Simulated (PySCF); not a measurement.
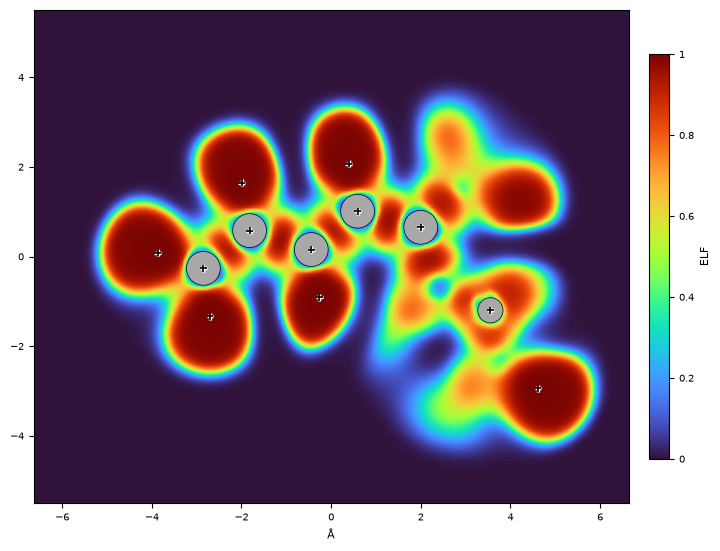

The ELF on a plane through atoms (crosses mark nuclei in the plane; grey discs cover the cores).

Theory: PBE0/pcSseg-1, SCF density, gas phase, non-relativistic in PySCF 2.14.0.

Candidates:
A. C7H11B
B. C3H4F4 (SMILES FCCC(F)(F)F)
C. C10H10O (SMILES C=C/C=C/C(=C)c1ccco1)

### Which system is this?

Candidate C: C10H10O on the plane of atoms C2, C1 and H13, which holds C, O and H. C–C (1.33 Å): the ELF peaks at about 0.95 between the atoms (a multiple bond). C–H (1.08 Å): the ELF climbs to about 1 towards the hydrogen, as it does in any bond to H: an ordinary covalent bond to hydrogen.
